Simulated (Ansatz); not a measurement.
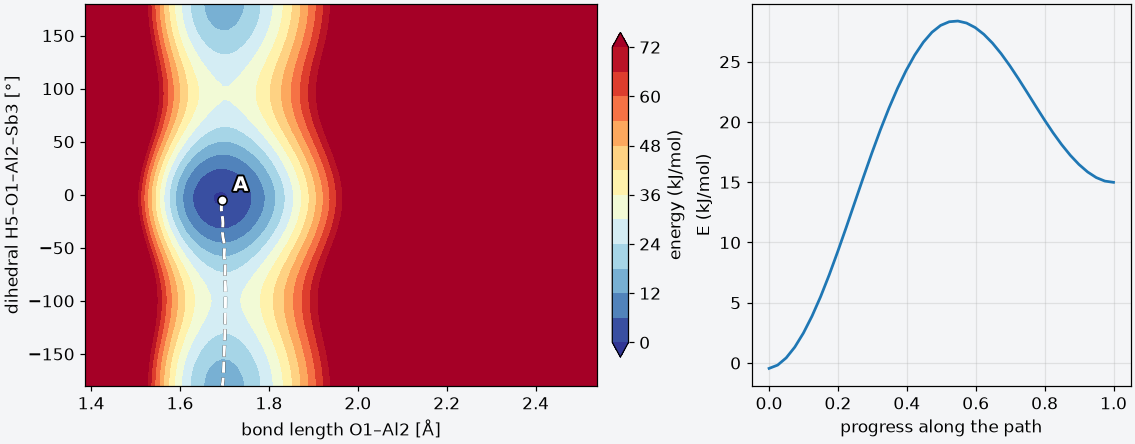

AlBrH₃OSb, SMILES [OH][AlH][SbH][Br]. The first coordinate is: bond length O1–Al2; the second: dihedral H5–O1–Al2–Sb3. Nothing is relaxed (all other coordinates rigid). Grid: 13 × 12 points. Energies: kJ/mol, counted from the lowest grid point. The reference is spin-restricted, which grows unreliable where a bond is stretched far. The calculation used Ansatz, RKS CAM-B3LYP-D4/def2-SVP.

In the figure: filled contours, a line along the lowest path, one colour for all values above the top of the scale, the energy along the path at the right, the start A. Between grid points the surface is interpolated.

Q: Describe the path and its barrier.

A: The easiest path leads from the well at about bond length O1–Al2 = 1.70 Å, dihedral H5–O1–Al2–Sb3 = −5° to the well at about bond length O1–Al2 = 1.70 Å, dihedral H5–O1–Al2–Sb3 = −180°, about 15 kJ/mol higher. Its highest point lies about 29 kJ/mol above the bottom of the first well on the interpolated surface, at about bond length O1–Al2 = 1.70 Å, dihedral H5–O1–Al2–Sb3 = −100°. Seen from the upper well the barrier is about 13 kJ/mol. The start is the relaxed structure and all else is held, so a fully relaxed path at this level can only be lower.
